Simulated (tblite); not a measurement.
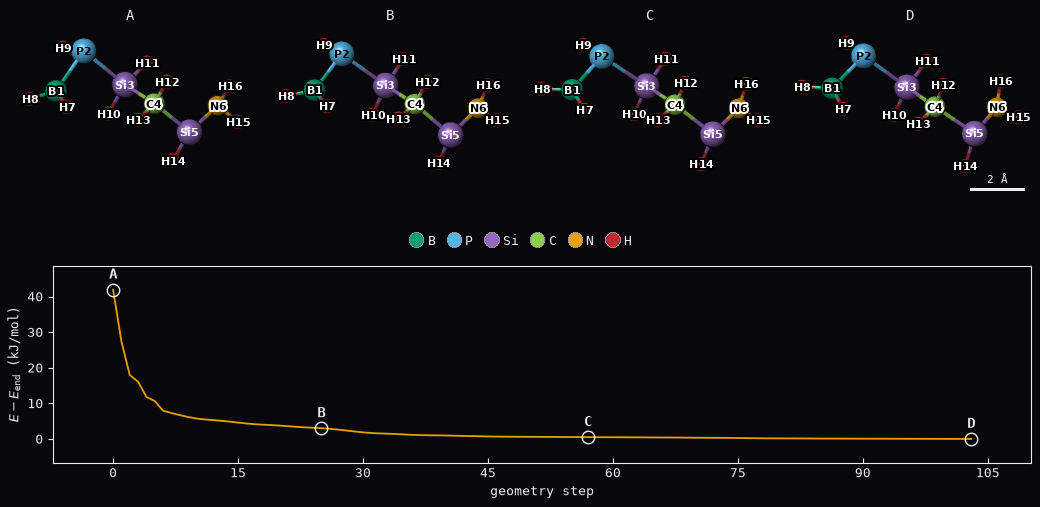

Frames of a relaxation of CH10BNPSi2 (multiplicity 2), marked on the history of the run. The picture is a ball-and-stick view, seen from a free direction.

Level of theory: GFN2-xTB geometry optimisation, gas phase in tblite. 

What happens along the run?

Answer. After 103 geometry steps the energy has fallen by 41.9 kJ/mol. The atom that moves furthest after the best rigid fit is H8 (0.63 Å). Largest moves by element: H 0.63 Å, Si 0.27 Å, P 0.19 Å, B 0.18 Å, C 0.12 Å, N 0.09 Å. Near-neighbour distances that change, for instance: B1–P2 1.937 → 1.826 Å, P2–H9 1.468 → 1.378 Å, Si5–N6 1.786 → 1.731 Å, P2–Si3 2.200 → 2.237 Å. Among the angles between lasting bonds that change: B1–P2–Si3 94.1° → 106.4°, Si5–N6–H15 107.3° → 119.1°, B1–P2–H9 93.7° → 103.4°. From step 0 to 25: H atoms move most (0.24 Å), energy −38.9 kJ/mol. From step 25 to 57: H8 moves most (0.37 Å), energy −2.51 kJ/mol. From step 57 to 103: H16 moves most (0.29 Å), energy −0.51 kJ/mol.

| step | E − E(0), kJ/mol |
| --- | --- |
| 0 | 0.00 |
| 1 | -14.54 |
| 2 | -23.99 |
| 3 | -25.87 |
| 4 | -30.12 |
| 5 | -31.28 |
| 6 | -34.00 |
| 7 | -34.64 |
| 8 | -35.24 |
| 9 | -35.76 |
| 10 | -36.20 |
| 15 | -37.34 |
| 20 | -38.19 |
| 25 | -38.92 |
| 30 | -40.08 |
| 34 | -40.55 |
| 39 | -40.93 |
| 44 | -41.18 |
| 49 | -41.33 |
| 54 | -41.39 |
| 59 | -41.44 |
| 64 | -41.50 |
| 69 | -41.56 |
| 74 | -41.65 |
| 79 | -41.76 |
| 83 | -41.80 |
| 88 | -41.84 |
| 93 | -41.87 |
| 98 | -41.90 |
| 103 | -41.93 |
